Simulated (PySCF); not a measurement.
**UTPSSh/def2-TZVP run of CH4GaSe (SMILES [CH3][Ga][SeH])**

Aim: the vertical ionisation energy of CH4GaSe at UTPSSh/def2-TZVP, from 2 runs. 

The results are computed with PySCF 2.14.0.

## 1. The molecule

CH4GaSe: 7 atoms, total charge 0, spin state doublet. As SMILES, `[CH3][Ga][SeH]`. The shape is that of a PBE0-D4/def2-TZVP optimisation. This is one conformer, not always the lowest.

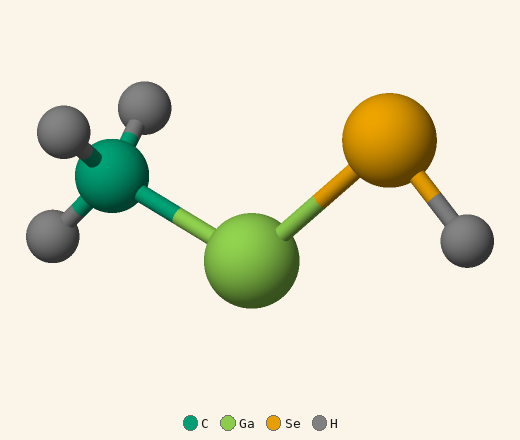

The structure, seen from a chosen angle (carbon teal, gallium green, selenium amber, hydrogen grey).

## 2. A single-point energy at UTPSSh/def2-TZVP

The input, calc.py:

```python
from pyscf import gto, dft

molecule = gto.Mole()
molecule.atom = '''
C     -1.947363     1.321674    -0.717907
Ga    -0.174422    -1.515182     1.021964
Se     4.284576    -1.530489     0.662349
H     -1.259502     3.102930     0.068408
H     -1.477577     1.251944    -2.727631
H     -3.988456     1.206968    -0.482636
H      4.562933    -3.837845     2.175453
'''
molecule.charge = 0
molecule.basis = 'def2-tzvp'
molecule.unit = 'bohr'
molecule.max_memory = 1860
molecule.spin = 1
molecule.verbose = 3
molecule.build()

ks = dft.UKS(molecule)
ks.xc = 'tpssh'
ks.conv_tol = 1e-10
ks.grids.level = 4
ks.kernel()
if not ks.converged:
    ks = ks.newton().run(ks.mo_coeff, ks.mo_occ)

e_final = ks.e_tot
print('E = %.10f Eh' % e_final)
```

The run is started by

```console
$ OMP_NUM_THREADS=1 python calc.py
```

Output:

```text
converged SCF energy = -4366.86316309241  <S^2> = 0.75344921  2S+1 = 2.0034462
E = -4366.8631630924 Eh
```

Wall time 2.2 min (1 thread of Arm Neoverse V2, shared host); peak memory 1.1 GiB.

## 3. The singlet cation

The input, calc.py:

```python
from pyscf import gto, dft

system = gto.M(
    atom=[
    ('C', (-1.030500, 0.699400, -0.379900)),
    ('Ga', (-0.092300, -0.801800, 0.540800)),
    ('Se', (2.267300, -0.809900, 0.350500)),
    ('H', (-0.666500, 1.642000, 0.036200)),
    ('H', (-0.781900, 0.662500, -1.443400)),
    ('H', (-2.110600, 0.638700, -0.255400)),
    ('H', (2.414600, -2.030900, 1.151200)),
],
    verbose=3,
    basis='def2-tzvp',
    max_memory=1860,
    charge=1,
)

mf = dft.RKS(system)
mf.xc = 'tpssh'
mf.grids.level = 4
mf.conv_tol = 1e-10
mf.kernel()
if not mf.converged:
    mf = mf.newton().run(mf.mo_coeff, mf.mo_occ)

energy = mf.e_tot
print(f'total energy: {energy:.8f} hartree')
```

The run is started by

```console
$ OMP_NUM_THREADS=1 python calc.py
```

Output:

```text
converged SCF energy = -4366.58765808498
total energy: -4366.58765808 hartree
```

Run time: 64 s. Hardware: 1 thread of Arm Neoverse V2, shared host; peak memory 1.1 GiB.

## 4. Results

Level: UTPSSh/def2-TZVP.

```
                                           quantity           value
                      doublet CH4GaSe: total energy  -4366.86316 Eh
                     doublet CH4GaSe: dipole moment          1.51 D
doublet CH4GaSe: HOMO energy (highest over α and β)        -5.09 eV
 doublet CH4GaSe: LUMO energy (lowest over α and β)        -3.10 eV
                              doublet CH4GaSe: ⟨S²⟩           0.753
                       singlet cation: total energy  -4366.58766 Eh
                        singlet cation: HOMO energy       -11.87 eV
                        singlet cation: LUMO energy        -9.78 eV
                      singlet cation: HOMO–LUMO gap         2.10 eV
 vertical ionisation energy (to the singlet cation)        7.497 eV
```

**Reading.** Removing an electron at fixed nuclei costs 7.50 eV (173 kcal/mol). Only the singlet of the ionised species was computed; a triplet could lie lower. Mulliken charges (doublet CH4GaSe) run from -0.51 on C1 to +0.28 on Ga2.
